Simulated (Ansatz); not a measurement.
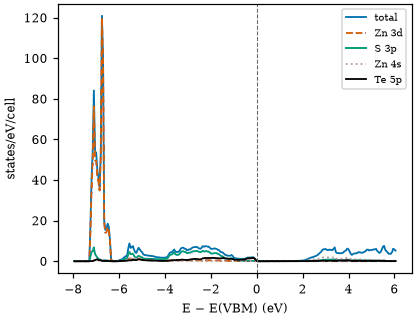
Figure: Total and projected density of states of Zn4TeS3 in space group P-4m2 (No. 115; Pearson symbol tP8), plane-wave PAW PBEsol (Ansatz code)

Question: Which orbitals carry the states next to the gap?

Answer: Top 1 eV of the valence band: Te 5p 73 %, S 3p 18 %. Bottom 1 eV of the conduction band: Zn 4s 47 %, S 3s 16 %, S 3p 12 %, outside the projected shells 16 %. Projections are on Löwdin-orthogonalised atomic valence shells; empty p or d shells of many metals are not among them.

Question: Where is the tallest occupied peak in this window, and what makes it?

Answer: Near -6.8 eV, about 120 states/eV per cell; the largest projected share is Zn 3d.

The start of the workflow was typed in or built on a structure type; neither database checked (COD, Materials Project) lists it. Its standing as an ambient phase is unchecked. The PBEsol relaxation kept the symmetry of its start; its stability against distortions is not shown here. Scalar-relativistic: spin–orbit coupling is off unless named, which matters more the heavier the elements.

Potentials: the earlier of the program's two PAW sets. The files were generated under PBE; for other functionals the program regenerates the frozen cores, and for LDA and PBEsol the local potential too.
